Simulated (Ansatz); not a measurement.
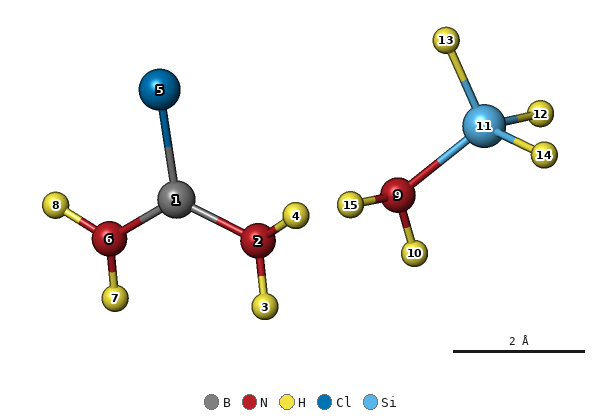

Fig. 1: The structure as given in the input (ball-and-stick view, seen at a tilt; atoms are numbered from 1 in the order of the input).

## Nudged elastic band of BSiN₃H₉Cl (part 1 of 2)

System: BSiN₃H₉Cl.
Method: RKS revPBE/6-31G* (Ansatz 0.2.0).

It belongs to a series of runs on one base structure; here: band between the two ends. Figures and captions count atoms from 1; the log counts them from 0 in places.

Input file:
```yaml
crystal:
  periodic: [false, false, false]
  atoms:
    - { symbol: B, position_ang: [-0.485393, 0.919391, -0.074272] }
    - { symbol: "N", position_ang: [-0.461625, 0.466687, 1.290019] }
    - { symbol: H, position_ang: [-1.32722, 0.231201, 1.774238] }
    - { symbol: H, position_ang: [0.243766, 0.838771, 1.923327] }
    - { symbol: Cl, position_ang: [0.994434, 1.745029, -0.709707] }
    - { symbol: "N", position_ang: [-1.578915, 0.72937, -0.957714] }
    - { symbol: H, position_ang: [-2.419902, 0.212633, -0.710112] }
    - { symbol: H, position_ang: [-1.519444, 0.966639, -1.943666] }
    - { symbol: "N", position_ang: [0.715637, -2.715366, 1.289884] }
    - { symbol: H, position_ang: [-0.033754, -3.30257, 1.663011] }
    - { symbol: Si, position_ang: [2.296476, -2.906087, 2.025471] }
    - { symbol: H, position_ang: [2.658859, -4.364569, 1.966748] }
    - { symbol: H, position_ang: [3.278619, -2.100927, 1.224461] }
    - { symbol: H, position_ang: [2.464992, -2.478465, 3.472447] }
    - { symbol: H, position_ang: [0.374769, -1.752436, 1.175165] }
basis:
  gaussian: { orbitals: "6-31G*" }
hamiltonian:
  xc: revpbe
neb:
  order_check: false
  images: 5
  f_tol: 0.03
  max_iterations: 60
  final_atoms:
    - { symbol: B, position_ang: [1.12521629, -0.45862337, -0.02897779] }
    - { symbol: "N", position_ang: [-2.50001275, 0.03070479, 1.72443936] }
    - { symbol: H, position_ang: [-3.05155383, -0.82840069, 1.60639296] }
    - { symbol: H, position_ang: [-3.14968313, 0.80100752, 1.52171175] }
    - { symbol: Cl, position_ang: [2.52060022, -0.13616663, -1.15823502] }
    - { symbol: "N", position_ang: [-0.02731831, 0.34788423, -0.13624317] }
    - { symbol: H, position_ang: [-0.85600467, 0.24282963, 0.46882572] }
    - { symbol: H, position_ang: [-0.08648639, 1.09431474, -0.82289236] }
    - { symbol: "N", position_ang: [1.28096684, -1.53297878, 0.9200052] }
    - { symbol: H, position_ang: [0.47960605, -1.69089709, 1.53442472] }
    - { symbol: Si, position_ang: [2.65312483, -2.61003224, 1.17672687] }
    - { symbol: H, position_ang: [2.23136627, -3.5306356, 2.29028603] }
    - { symbol: H, position_ang: [2.98603187, -3.44548831, -0.0252339] }
    - { symbol: H, position_ang: [3.90040226, -1.89314049, 1.60687206] }
    - { symbol: H, position_ang: [-2.30495658, 0.0989233, 2.73119759] }
  initial_path:
    images:
      - { positions_ang: [[-0.485393, 0.919391, -0.074272], [-0.461625, 0.466687, 1.290019], [-1.32722, 0.231201, 1.774238], [0.243766, 0.838771, 1.923327], [0.994434, 1.745029, -0.709707], [-1.578915, 0.72937, -0.957714], [-2.419902, 0.212633, -0.710112], [-1.519444, 0.966639, -1.943666], [0.715637, -2.715366, 1.289884], [-0.033754, -3.30257, 1.663011], [2.296476, -2.906087, 2.025471], [2.658859, -4.364569, 1.966748], [3.278619, -2.100927, 1.224461], [2.464992, -2.478465, 3.472447], [0.374769, -1.752436, 1.175165]] }
      - { positions_ang: [[-0.31994097, 0.62470072, -0.03861544], [-0.28949766, 0.30563992, 1.50384172], [-1.15770763, 0.0634513, 2.00782563], [0.48005379, 0.62926565, 2.09798403], [1.19593202, 1.16527361, -0.7849134], [-1.5019548, 0.52030906, -0.875019], [-2.29407502, -0.08935282, -0.67895533], [-1.54065155, 0.95890219, -1.73253425], [0.59500466, -2.37831241, 1.04693331], [-0.10569758, -3.03399219, 1.17491015], [2.10660806, -2.62222509, 1.91800205], [2.44624475, -4.0711994, 1.87363479], [3.15608776, -1.8373591, 1.24436885], [2.09390548, -2.20238884, 3.33326076], [0.33698769, -1.5434116, 1.31857614]] }
      - { positions_ang: [[-0.15448895, 0.33001045, -0.00295888], [-0.11737031, 0.14459284, 1.71766444], [-0.98819526, -0.1042984, 2.24141327], [0.71634157, 0.41976029, 2.27264106], [1.39743003, 0.58551823, -0.8601198], [-1.4249946, 0.31124812, -0.79232401], [-2.16824803, -0.39133863, -0.64779866], [-1.56185911, 0.95116537, -1.52140251], [0.47437233, -2.04125881, 0.80398263], [-0.17764117, -2.76541439, 0.68680929], [1.91674013, -2.33836317, 1.8105331], [2.2336305, -3.77782981, 1.78052158], [3.03355653, -1.5737912, 1.2642767], [1.72281896, -1.92631269, 3.19407451], [0.29920637, -1.33438719, 1.46198727]] }
      - { positions_ang: [[0.01096308, 0.03532017, 0.03269768], [0.05475703, -0.01645424, 1.93148717], [-0.81868289, -0.2720481, 2.4750009], [0.95262936, 0.21025494, 2.44729809], [1.59892805, 0.00576284, -0.9353262], [-1.34803441, 0.10218717, -0.70962901], [-2.04242105, -0.69332445, -0.61664199], [-1.58306666, 0.94342856, -1.31027076], [0.35373999, -1.70420522, 0.56103194], [-0.24958475, -2.49683658, 0.19870844], [1.72687219, -2.05450126, 1.70306415], [2.02101625, -3.48446021, 1.68740837], [2.91102529, -1.3102233, 1.28418454], [1.35173245, -1.65023653, 3.05488827], [0.26142506, -1.12536279, 1.60539841]] }
      - { positions_ang: [[0.38238082, -0.12932767, 0.01213919], [-0.7968329, -0.00073457, 1.86247123], [-1.5629732, -0.45749897, 2.18546492], [-0.41480813, 0.40717247, 2.13876931], [1.90615211, -0.04154698, -1.00962914], [-0.90779571, 0.18408619, -0.5185004], [-1.64694892, -0.38127309, -0.25481942], [-1.08420657, 0.99372395, -1.14781129], [0.66281561, -1.64712974, 0.68068969], [-0.00652115, -2.22819008, 0.6439472], [2.03562307, -2.23967825, 1.52761839], [2.09113292, -3.49985201, 1.88836759], [2.93602749, -2.02197831, 0.84771173], [2.20128905, -1.73120452, 2.5722162], [-0.59403549, -0.71726743, 1.9806648]] }
      - { positions_ang: [[0.75379856, -0.29397552, -0.0084193], [-1.64842282, 0.01498511, 1.79345529], [-2.30726351, -0.64294983, 1.89592894], [-1.78224563, 0.60408999, 1.83024053], [2.21337617, -0.0888568, -1.08393208], [-0.46755701, 0.26598521, -0.32737179], [-1.25147679, -0.06922173, 0.10700315], [-0.58534648, 1.04401935, -0.98535183], [0.97189122, -1.59005426, 0.80034744], [0.23654245, -1.95954359, 1.08918596], [2.34437395, -2.42485525, 1.35217263], [2.16124959, -3.51524381, 2.08932681], [2.96102968, -2.73373331, 0.41123891], [3.05084566, -1.81217251, 2.08954413], [-1.44949603, -0.30917207, 2.35593119]] }
      - { positions_ang: [[1.12521629, -0.45862337, -0.02897779], [-2.50001275, 0.03070479, 1.72443936], [-3.05155383, -0.82840069, 1.60639296], [-3.14968313, 0.80100752, 1.52171175], [2.52060022, -0.13616663, -1.15823502], [-0.02731831, 0.34788423, -0.13624317], [-0.85600467, 0.24282963, 0.46882572], [-0.08648639, 1.09431474, -0.82289236], [1.28096684, -1.53297878, 0.9200052], [0.47960605, -1.69089709, 1.53442472], [2.65312483, -2.61003224, 1.17672687], [2.23136627, -3.5306356, 2.29028603], [2.98603187, -3.44548831, -0.0252339], [3.90040226, -1.89314049, 1.60687206], [-2.30495658, 0.0989233, 2.73119759]] }
```

Hardware: 4 threads of Arm Neoverse V1, 24 GiB of memory available, shared host.

Launched with:
```bash
ansatz run input.yaml --threads 4 --pin off --max-ram 5120MiB --backend cpu --events-out ev --progress --plain --runs-dir out
```

Output:
```
Engine: ansatz 0.2.0, aarch64-unknown-linux-gnu
Functional definition: revPBE
  parameter kappa = 1.245
  parameter beta = 0.06672455060314922
  exchange = pbe_x(kappa = kappa, mu = beta*pi^2/3)
  correlation = pbe_c(beta = beta)
1522 factors; their error is unknown
mean field evaluation 1: about -25673.2743 eV, gradient 9.3e1 eV
mean field evaluation 2: about -25628.7690 eV, gradient 1.6e2 eV
mean field evaluation 4: about -25689.9396 eV, gradient 1.3e1 eV
mean field evaluation 8: about -25690.2602 eV, gradient 2.8e-1 eV
mean field evaluation 16: about -25690.1734 eV, gradient 2.2e-3 eV
mean field -25690.17339613 eV, -944.0964588829 hartree, gradient 4.4e-5 eV, S^2 0.000000; 0 other end points of the search recorded, 0 dependent functions left out
the calculation of the forces begins
reference -25690.17345042 eV, -944.0964608781 hartree; 33, 33 occupied and 83, 83 virtual orbitals, 1522 factors
1522 factors; their error is unknown
mean field evaluation 32: about -25690.3763 eV, gradient 2.1e-2 eV
mean field -25690.37625961 eV, -944.1039139782 hartree, gradient 2.4e-5 eV, S^2 0.000000; 0 other end points of the search recorded, 0 dependent functions left out
[... from here on the field's lines of each further geometry are left out, up to the last ...]
NEB iter   1: max|band force component| = 8.047e1 eV/Å  barrier→ = 23.2852 eV  barrier← = 23.4881 eV  Δτ_max = 0.2000 Å  (210 SCF iters)
NEB iter   2: max|band force component| = 2.712e1 eV/Å  barrier→ = 5.6996 eV  barrier← = 5.9025 eV  Δτ_max = 0.2000 Å  (168 SCF iters)
NEB iter   3: max|band force component| = 1.424e1 eV/Å  barrier→ = 3.3801 eV  barrier← = 3.5829 eV  Δτ_max = 0.1998 Å  (164 SCF iters)
NEB iter   4: max|band force component| = 5.824e0 eV/Å  barrier→ = 2.7811 eV  barrier← = 2.9839 eV  Δτ_max = 0.1998 Å  (158 SCF iters)
NEB iter   5: max|band force component| = 2.607e0 eV/Å  barrier→ = 1.5866 eV  barrier← = 1.7894 eV  Δτ_max = 0.2000 Å  (158 SCF iters)
NEB iter   6: max|band force component| = 1.530e0 eV/Å  barrier→ = 1.1563 eV  barrier← = 1.3592 eV  Δτ_max = 0.2000 Å  (156 SCF iters)
NEB iter   7: max|band force component| = 1.981e0 eV/Å  barrier→ = 1.1916 eV  barrier← = 1.3945 eV  Δτ_max = 0.1005 Å  (152 SCF iters)
NEB iter   8: max|band force component| = 7.398e-1 eV/Å  barrier→ = 1.0218 eV  barrier← = 1.2247 eV  Δτ_max = 0.2000 Å  (146 SCF iters)
NEB iter   9: max|band force component| = 6.628e-1 eV/Å  barrier→ = 0.7848 eV  barrier← = 0.9877 eV  CI = image 2  Δτ_max = 0.2000 Å  (144 SCF iters)
NEB iter  10: max|band force component| = 1.850e0 eV/Å  barrier→ = 1.3935 eV  barrier← = 1.5964 eV  CI = image 2  Δτ_max = 0.1002 Å  (152 SCF iters)
NEB iter  11: max|band force component| = 1.461e0 eV/Å  barrier→ = 1.4644 eV  barrier← = 1.6673 eV  CI = image 2  Δτ_max = 0.1981 Å  (151 SCF iters)
NEB iter  12: max|band force component| = 1.148e0 eV/Å  barrier→ = 1.2717 eV  barrier← = 1.4745 eV  CI = image 2  Δτ_max = 0.1997 Å  (154 SCF iters)
NEB iter  13: max|band force component| = 8.586e-1 eV/Å  barrier→ = 1.0424 eV  barrier← = 1.2452 eV  CI = image 2  Δτ_max = 0.2000 Å  (154 SCF iters)
NEB iter  14: max|band force component| = 1.096e0 eV/Å  barrier→ = 1.3134 eV  barrier← = 1.5163 eV  CI = image 2  Δτ_max = 0.1716 Å  (145 SCF iters)
NEB iter  15: max|band force component| = 1.451e0 eV/Å  barrier→ = 1.3261 eV  barrier← = 1.5290 eV  CI = image 2  Δτ_max = 0.0809 Å  (156 SCF iters)
NEB iter  16: max|band force component| = 8.887e-1 eV/Å  barrier→ = 1.2562 eV  barrier← = 1.4591 eV  CI = image 2  Δτ_max = 0.1283 Å  (153 SCF iters)
NEB iter  17: max|band force component| = 5.019e-1 eV/Å  barrier→ = 1.1990 eV  barrier← = 1.4019 eV  CI = image 2  Δτ_max = 0.1659 Å  (150 SCF iters)
NEB iter  18: max|band force component| = 3.106e-1 eV/Å  barrier→ = 1.1818 eV  barrier← = 1.3846 eV  CI = image 2  Δτ_max = 0.1961 Å  (141 SCF iters)
NEB iter  19: max|band force component| = 1.115e0 eV/Å  barrier→ = 1.1882 eV  barrier← = 1.3911 eV  CI = image 2  Δτ_max = 0.1000 Å  (163 SCF iters)
NEB iter  20: max|band force component| = 2.874e-1 eV/Å  barrier→ = 1.1871 eV  barrier← = 1.3900 eV  CI = image 2  Δτ_max = 0.0719 Å  (141 SCF iters)
NEB iter  21: max|band force component| = 1.774e-1 eV/Å  barrier→ = 1.1837 eV  barrier← = 1.3865 eV  CI = image 2  Δτ_max = 0.1992 Å  (144 SCF iters)
NEB iter  22: max|band force component| = 1.279e-1 eV/Å  barrier→ = 1.1806 eV  barrier← = 1.3835 eV  CI = image 2  Δτ_max = 0.0838 Å  (151 SCF iters)
NEB iter  23: max|band force component| = 1.198e-1 eV/Å  barrier→ = 1.1784 eV  barrier← = 1.3813 eV  CI = image 2  Δτ_max = 0.0485 Å  (150 SCF iters)
NEB iter  24: max|band force component| = 1.691e-1 eV/Å  barrier→ = 1.1772 eV  barrier← = 1.3801 eV  CI = image 2  Δτ_max = 0.0233 Å  (150 SCF iters)
NEB iter  25: max|band force component| = 4.278e-2 eV/Å  barrier→ = 1.1765 eV  barrier← = 1.3794 eV  CI = image 2  Δτ_max = 0.0204 Å  (147 SCF iters)
the calculation of the forces begins
reference -25690.34284277 eV, -944.1026859320 hartree; 33, 33 occupied and 83, 83 virtual orbitals, 1522 factors
1522 factors; their error is unknown
mean field evaluation 1120: about -25689.0262 eV, gradient 5.2e0 eV
mean field -25688.99736025 eV, -944.0532403615 hartree, gradient 3.1e-5 eV, S^2 0.000000; 1 other end points of the search recorded, 0 dependent functions left out
the calculation of the forces begins
reference -25688.99740599 eV, -944.0532420423 hartree; 33, 33 occupied and 83, 83 virtual orbitals, 1522 factors
NEB iter  26: max|band force component| = 2.600e-2 eV/Å  barrier→ = 1.1760 eV  barrier← = 1.3789 eV  CI = image 2  Δτ_max = 0.0000 Å  (292 SCF iters)
```
